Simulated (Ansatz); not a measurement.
**C2H4InN (SMILES [InH2][C]1=NC1): density, localisation and related maps**

Input

```
crystal:
  periodic: [false, false, false]
  atoms:
    - {symbol: In, position_ang: [-0.954290, 1.598746, -0.192745]}
    - {symbol: C, position_ang: [0.375620, -0.039250, 0.166976]}
    - {symbol: N, position_ang: [1.501910, -0.334811, 0.639837]}
    - {symbol: C, position_ang: [0.698788, -1.475167, 0.094202]}
    - {symbol: H, position_ang: [-0.837163, 2.375133, -1.716268]}
    - {symbol: H, position_ang: [-2.096483, 1.956659, 1.033982]}
    - {symbol: H, position_ang: [1.037051, -1.912658, -0.841268]}
    - {symbol: H, position_ang: [0.274567, -2.168652, 0.815273]}
basis:
  gaussian: {orbitals: def2-TZVPP}
hamiltonian: {xc: pbe0, dispersion: d4}
output: {orbitals: {seedname: orbitals}}
```

Launched as:

```sh
ansatz run in.yaml --threads 2 --pin off --events-out ev --progress --plain --max-ram 4352MiB
```

Geometry: PBE0-D4/def2-TZVP; core potentials replace the inner electrons of In.

All numbers below come from RKS PBE0-D4/def2-TZVPP (Ansatz 0.2.0).

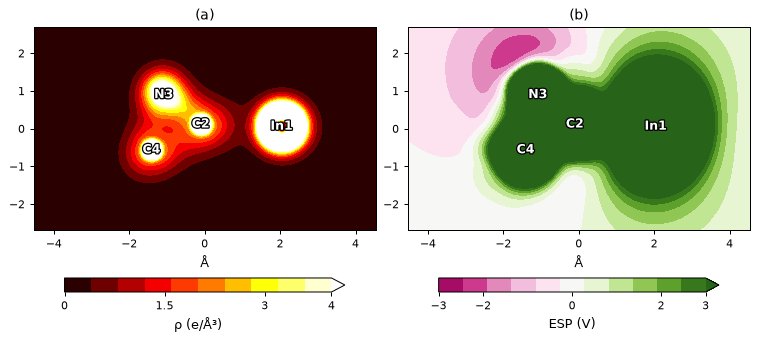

Figure 1. (a) electron density; (b) electrostatic potential on the plane of atoms In1, C2 and N3.

Read the bonding off the picture.

- The section cuts through In, C and N sites.
- C–N (1.26 Å): ρ at the midpoint is about 2.9 e/Å³.
- C–C (1.47 Å): ρ at the midpoint is about 1.7 e/Å³.
- C–In (2.14 Å): ρ is about 0.68 e/Å³ halfway.
- Outside the dense part of the molecule the potential is most negative (−2.3 V) near N3.

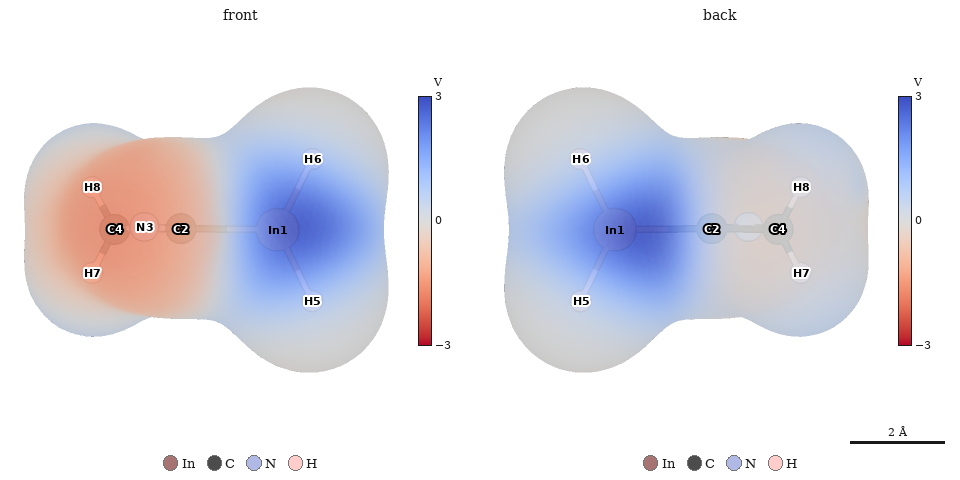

Figure 2. The molecular electrostatic potential painted on the density surface at 0.001 e/bohr³, seen from the front and from behind; the colour scale runs from red (negative) to blue (positive).

Describe the electrostatic potential map.

The most negative region (about −1.6 V) lies over N3, the most positive (about +2.7 V) over In1. N3 is the likeliest acceptor of a hydrogen bond.

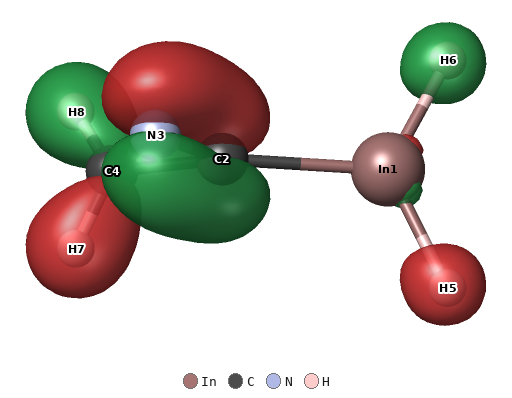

Figure 3. The HOMO−1 at ±0.15 Å⁻³ᐟ² (green and red are the two phases), seen at a tilt.

What is the character of this orbital?

It lies mainly on N3 (about 30 %), C2 (about 20 %), C4 (about 15 %), H8 (about 10 %), H7 (about 10 %) and In1 (about 10 %). Its energy is −8.08 eV.
